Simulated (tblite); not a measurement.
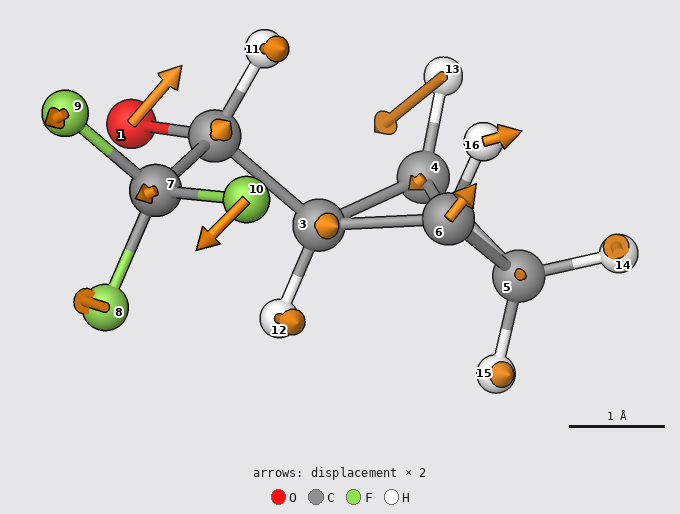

This is a relaxation of C6H6F3O (multiplicity 2). The starting structure is drawn; orange arrows show the displacements, magnified 2 times. The two geometries are superimposed by the best rigid fit.

The picture is a ball-and-stick view, seen at a tilt.

These are results of GFN2-xTB geometry optimisation, gas phase (tblite), not measurements. 

What did the optimiser do to the structure, and how much energy did it gain?

Over 88 geometry steps the energy falls by 41.3 kJ/mol. An H atom moves most after the best rigid fit: 0.71 Å. By element the largest moves are H 0.71 Å, O 0.42 Å, F 0.38 Å, C 0.25 Å. Among the contacts that change: C–C 1.532 → 1.582 Å, C–H 1.096 → 1.069 Å, C–O 1.327 → 1.301 Å, C–F 1.358 → 1.333 Å. Bond angles that change, for instance: C–C–H 112.5° → 133.8°, C–C–H 112.2° → 132.5°, C–C–H 125.7° → 132.1°. Groups turn about C–C by about 25°. The run took 0.62 s on 1 thread of Arm Neoverse V1 (shared host).
